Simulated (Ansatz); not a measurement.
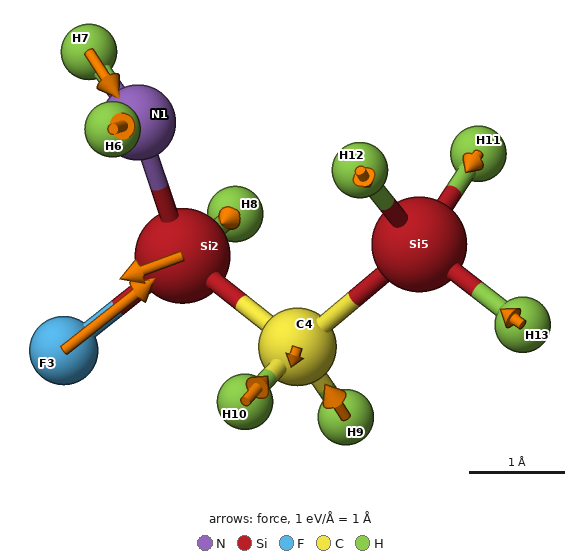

Starting geometry of CH8FNSi2 with the computed forces as orange arrows. The picture is a ball-and-stick view, seen at a tilt.

The start comes from PBE-D4/def2-SVP.

Method: RKS PBE0-D4/def2-TZVP (Ansatz 0.2.0). (force threshold 0.005 eV/Å; at most 150 steps)

> What follows when this structure is relaxed?

It isn't relaxed: the largest force vector, on F3, is 1.27 eV/Å. The final displacements have little in common with the starting forces (cosine between the two patterns 0.28). The largest move after the best rigid fit is that of F3, 0.14 Å. By element the largest moves are F 0.14 Å, H 0.13 Å, N 0.10 Å, C 0.04 Å, Si 0.04 Å. Near-neighbour distances that change, for instance: Si2–F3 1.652 → 1.608 Å, N1–Si2 1.728 → 1.700 Å, C4–Si5 1.896 → 1.874 Å, Si2–C4 1.874 → 1.853 Å. Over 11 geometry steps the energy falls by 0.083 eV. Largest force component: 1.2 eV/Å at the start, 0.0038 eV/Å at the end. Cost: 43 s on 4 threads of Arm Neoverse V2, with other jobs on the host.
